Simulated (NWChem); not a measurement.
# Energy and gradient calculation, with input and output: TiNH4O2F

- system: TiNH4O2F, SMILES [NH2][Ti]([OH])([OH])[F]
- method: HF/3-21G, RHF (NWChem 7.3.0)

The geometry comes from this level: PBE0-D4/def2-TZVP.

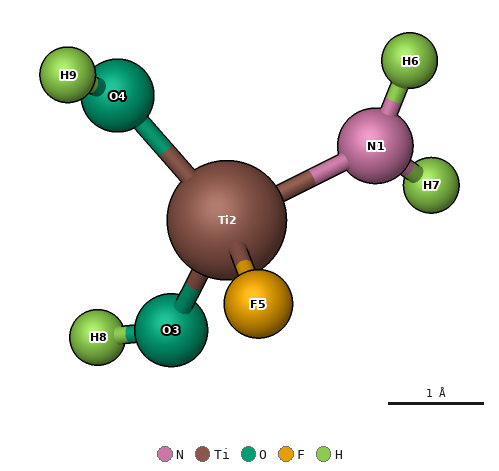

The structure (ball-and-stick view, seen at a tilt; atoms are numbered from 1 in the order of the input). Sticks mark near contacts.

Input
```
start fh4no2ti
title "FH4NO2Ti gradient"
memory total 2200 mb

geometry units angstroms noautosym nocenter noautoz
  N    -0.491700    0.475000   -1.413800
  Ti    0.316200    0.097600    0.233100
  O     1.168000   -1.467100    0.060200
  O    -0.956900    0.116200    1.490500
  F     1.497500    1.354800    0.659500
  H    -1.291300    1.079700   -1.534200
  H    -0.192400    0.091600   -2.298600
  H     1.086000   -2.339600    0.444700
  H    -1.046800    0.545300    2.341700
end

basis spherical bse
  N library 3-21G
  Ti library 3-21G
  O library 3-21G
  F library 3-21G
  H library 3-21G
end

scf
  thresh 1e-08
  maxiter 80
  noprint "final vectors analysis"
end

task scf gradient
```

Hardware: 1 thread of Intel Xeon (Granite Rapids), 128 GiB of memory available, shared host.

Command:
```bash
nwchem fh4no2ti.nw > fh4no2ti.out
```

Log
```
Northwest Computational Chemistry Package (NWChem) 7.3.0
             --------------------------------------------------------

           Job information
           ---------------

    nwchem branch   = 7.3.0
    use scalapack   = T
    input           = fh4no2ti.nw
    prefix          = fh4no2ti.
    data base       = ./fh4no2ti.db
    status          = startup
    nproc           =        1

           Memory information
           ------------------

    heap     =     72089594 doubles =      550.0 Mbytes
    stack    =     72089599 doubles =      550.0 Mbytes
    global   =    144179200 doubles =     1100.0 Mbytes (distinct from heap & stack)
    total    =    288358393 doubles =     2200.0 Mbytes
    verify   = yes
    hardfail = no

           Directory information
           ---------------------

  0 permanent = .
  0 scratch   = .

                                NWChem Input Module
                                -------------------

                                 FH4NO2Ti gradient
                                 -----------------

 Scaling coordinates for geometry "geometry" by  1.889725989
 (inverse scale =  0.529177249)

                             Geometry "geometry" -> ""
                             -------------------------

 Output coordinates in angstroms (scale by  1.889725989 to convert to a.u.)

  No.       Tag          Charge          X              Y              Z
 ---- ---------------- ---------- -------------- -------------- --------------
    1 N                    7.0000    -0.49170000     0.47500000    -1.41380000
    2 Ti                  22.0000     0.31620000     0.09760000     0.23310000
    3 O                    8.0000     1.16800000    -1.46710000     0.06020000
    4 O                    8.0000    -0.95690000     0.11620000     1.49050000
    5 F                    9.0000     1.49750000     1.35480000     0.65950000
    6 H                    1.0000    -1.29130000     1.07970000    -1.53420000
    7 H                    1.0000    -0.19240000     0.09160000    -2.29860000
    8 H                    1.0000     1.08600000    -2.33960000     0.44470000
    9 H                    1.0000    -1.04680000     0.54530000     2.34170000

      Atomic Mass
      -----------

      N                 14.003070
      Ti                45.948000
      O                 15.994910
      F                 18.998400
      H                  1.007825

 Effective nuclear repulsion energy (a.u.)     325.2350206219

            Nuclear Dipole moment (a.u.)
            ----------------------------
        X                 Y               Z
 ---------------- ---------------- ----------------
    32.5718840570    11.7828194840    23.6712746507

            XYZ format geometry
            -------------------
     9
 geometry
 N                    -0.49170000     0.47500000    -1.41380000
 Ti                    0.31620000     0.09760000     0.23310000
 O                     1.16800000    -1.46710000     0.06020000
 O                    -0.95690000     0.11620000     1.49050000
 F                     1.49750000     1.35480000     0.65950000
 H                    -1.29130000     1.07970000    -1.53420000
 H                    -0.19240000     0.09160000    -2.29860000
 H                     1.08600000    -2.33960000     0.44470000
 H                    -1.04680000     0.54530000     2.34170000

 ==============================================================================
                                internuclear distances
 ------------------------------------------------------------------------------
       center one      |      center two      | atomic units |  angstroms
 ------------------------------------------------------------------------------
    2 Ti               |   1 N                |     3.53910  |     1.87281
    3 O                |   2 Ti               |     3.38242  |     1.78990
    4 O                |   2 Ti               |     3.38160  |     1.78946
    5 F                |   2 Ti               |     3.35810  |     1.77703
    6 H                |   1 N                |     1.90808  |     1.00971
    7 H                |   1 N                |     1.90801  |     1.00968
    8 H                |   3 O                |     1.80844  |     0.95699
    9 H                |   4 O                |     1.80936  |     0.95747
 ------------------------------------------------------------------------------
                         number of included internuclear distances:          8
 ==============================================================================

 ==============================================================================
                                 internuclear angles
 ------------------------------------------------------------------------------
        center 1       |       center 2       |       center 3       |  degrees
 ------------------------------------------------------------------------------
    2 Ti               |   1 N                |   6 H                |   124.55
    2 Ti               |   1 N                |   7 H                |   124.49
    6 H                |   1 N                |   7 H                |   110.96
    1 N                |   2 Ti               |   3 O                |   107.25
    1 N                |   2 Ti               |   4 O                |   107.99
    1 N                |   2 Ti               |   5 F                |   110.81
    3 O                |   2 Ti               |   4 O                |   114.55
    3 O                |   2 Ti               |   5 F                |   108.98
    4 O                |   2 Ti               |   5 F                |   107.28
    2 Ti               |   3 O                |   8 H                |   135.84
    2 Ti               |   4 O                |   9 H                |   134.12
 ------------------------------------------------------------------------------
                            number of included internuclear angles:         11
 ==============================================================================

                      Basis "ao basis" -> "" (spherical)
                      -----
  [basis functions not shown]

 Summary of "ao basis" -> "" (spherical)
 ------------------------------------------------------------------------------
       Tag                 Description            Shells   Functions and Types
 ---------------- ------------------------------  ------  ---------------------
 N                           3-21G                   5        9   3s2p
 Ti                          3-21G                  11       27   5s4p2d
 O                           3-21G                   5        9   3s2p
 F                           3-21G                   5        9   3s2p
 H                           3-21G                   2        2   2s

                                 NWChem SCF Module
                                 -----------------

                                 FH4NO2Ti gradient

  ao basis        = "ao basis"
  functions       =    71
  atoms           =     9
  closed shells   =    29
  open shells     =     0
  charge          =   0.00
  wavefunction    = RHF
  input vectors   = atomic
  output vectors  = ./fh4no2ti.movecs
  use symmetry    = F
  symmetry adapt  = F

 Summary of "ao basis" -> "ao basis" (spherical)
 ------------------------------------------------------------------------------
       Tag                 Description            Shells   Functions and Types
 ---------------- ------------------------------  ------  ---------------------
 N                           3-21G                   5        9   3s2p
 Ti                          3-21G                  11       27   5s4p2d
 O                           3-21G                   5        9   3s2p
 F                           3-21G                   5        9   3s2p
 H                           3-21G                   2        2   2s

 Forming initial guess at       0.0s

      Superposition of Atomic Density Guess
      -------------------------------------

 Sum of atomic energies:       -1147.80220233

      Non-variational initial energy
      ------------------------------

 Total energy =   -1148.144161
 1-e energy   =   -2224.498070
 2-e energy   =     751.118889
 HOMO         =      -0.347280
 LUMO         =      -0.030707

 Starting SCF solution at       0.2s

 ----------------------------------------------
         Quadratically convergent ROHF

 Convergence threshold     :          1.000E-08
 Maximum no. of iterations :           80
 Final Fock-matrix accuracy:          1.000E-10
 ----------------------------------------------

              iter       energy          gnorm     gmax       time
             ----- ------------------- --------- --------- --------
                 1    -1148.4539747498  2.28D+00  4.25D-01      0.5
                 2    -1148.7446248348  4.19D-01  1.00D-01      1.3
                 3    -1148.7564244691  2.80D-01  6.72D-02      1.6
                 4    -1148.7603407118  1.54D-02  4.05D-03      2.2
                 5    -1148.7603939556  1.80D-04  5.24D-05      3.4
                 6    -1148.7603939609  1.77D-08  5.48D-09      5.6
                 7    -1148.7603939609  4.85D-10  1.53D-10      6.4

       Final RHF  results
       ------------------

         Total SCF energy =  -1148.760393960902
      One-electron energy =  -2225.563738901613
      Two-electron energy =    751.568324318835
 Nuclear repulsion energy =    325.235020621876

        Time for solution =      6.2s

             Final eigenvalues
             -----------------

              1
    1 -182.3615
    2  -26.0950
    3  -21.6462
    4  -20.4472
    5  -20.4428
    6  -17.9928
    7  -17.9921
    8  -17.9919
    9  -15.4489
   10   -3.0650
   11   -1.9784
   12   -1.9770
   13   -1.9692
   14   -1.4752
   15   -1.2942
   16   -1.2843
   17   -1.0917
   18   -0.6714
   19   -0.6642
   20   -0.6382
   21   -0.5978
   22   -0.5840
   23   -0.5792
   24   -0.5366
   25   -0.5135
   26   -0.5025
   27   -0.4916
   28   -0.4883
   29   -0.3929
   30    0.0639
   31    0.0741
   32    0.0749
   33    0.0904
   34    0.1223
   35    0.1287
   36    0.1434
   37    0.1523
   38    0.1712
   39    0.3162

 center of mass
 --------------
 x =   0.62482555 y =   0.24062557 z =   0.44692936

 moments of inertia (a.u.)
 ------------------
         569.872752938988           6.765793275585          -5.941293057130
           6.765793275585         570.746591580956         -17.385298144374
          -5.941293057130         -17.385298144374         559.723698953995

  Mulliken analysis of the total density
  --------------------------------------

    Atom       Charge   Shell Charges
 -----------   ------   -------------------------------------------------------
    1 N    7     8.06   1.99  0.36  1.80  1.34  2.58
    2 Ti  22    20.23   2.00  2.00  6.00  2.00  6.00  0.21  0.53  0.00  0.03  0.44  1.01
    3 O    8     8.86   1.99  0.41  2.10  1.47  2.89
    4 O    8     8.86   1.99  0.41  2.10  1.47  2.89
    5 F    9     9.52   1.98  0.44  2.45  1.54  3.10
    6 H    1     0.66   0.44  0.22
    7 H    1     0.66   0.44  0.22
    8 H    1     0.58   0.41  0.16
    9 H    1     0.58   0.41  0.16

       Multipole analysis of the density wrt the origin
       ------------------------------------------------

     L   x y z        total         open         nuclear
     -   - - -        -----         ----         -------
     0   0 0 0     -0.000000      0.000000     58.000000

     1   1 0 0     -0.741159      0.000000     32.571884
     1   0 1 0     -0.473933      0.000000     11.782819
     1   0 0 1      0.245611      0.000000     23.671275

     2   2 0 0    -33.782591      0.000000    165.316226
     2   1 1 0     -4.242600      0.000000     -6.492993
     2   1 0 1      0.182078      0.000000     17.796596
     2   0 2 0    -27.769610      0.000000    152.058028
     2   0 1 1     -1.108558      0.000000     10.318724
     2   0 0 2    -23.290898      0.000000    179.346069

                              NWChem Gradients Module
                              -----------------------

                                 FH4NO2Ti gradient

  wavefunction    =   RHF

                         RHF ENERGY GRADIENTS

    atom               coordinates                        gradient
                 x          y          z           x          y          z
   1 N      -0.929178   0.897620  -2.671695   -0.004732  -0.000145  -0.008452
   2 Ti      0.597531   0.184437   0.440495   -0.001621   0.001742   0.009411
   3 O       2.207200  -2.772417   0.113762    0.015630  -0.022029  -0.009912
   4 O      -1.808279   0.219586   2.816637   -0.023784  -0.002688   0.012856
   5 F       2.829865   2.560201   1.246274    0.014419   0.015257   0.003835
   6 H      -2.440203   2.040337  -2.899218   -0.002086   0.002078  -0.001592
   7 H      -0.363583   0.173099  -4.343724   -0.000318  -0.000674  -0.003514
   8 H       2.052242  -4.421203   0.840361   -0.004309   0.005601   0.002240
   9 H      -1.978165   1.030468   4.425171    0.006802   0.000857  -0.004871

                 ----------------------------------------
                 |  Time  |  1-e(secs)   |  2-e(secs)   |
                 ----------------------------------------
                 |  CPU   |       0.00   |       1.66   |
                 ----------------------------------------
                 |  WALL  |       0.00   |       1.66   |
                 ----------------------------------------

 Task  times  cpu:        8.1s     wall:        8.1s
 Total times  cpu:        8.1s     wall:        8.1s
```

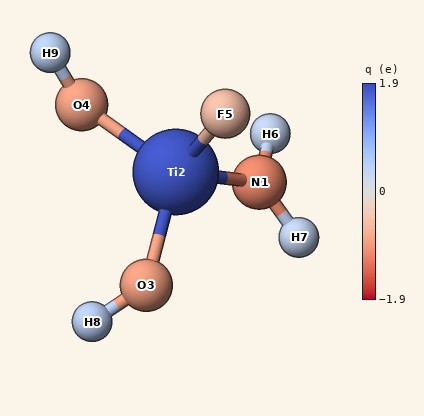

Mulliken charges, as the colour of each atom (ball-and-stick view, seen at a tilt; atoms are numbered from 1 in the order of the input). By element: N −1.06, Ti +1.77, O −0.86, F −0.52 and H +0.34 to +0.42 e.

Results in brief

| quantity | value |
| --- | --- |
| outcome | converged |
| total energy | −1148.760394 hartree |
| basis functions | 71 |
| largest force | 1.480 eV/Å |
| dipole moment | 2.32 D |
| wall time | 8.7 s |
| peak memory | 0.1 GiB |
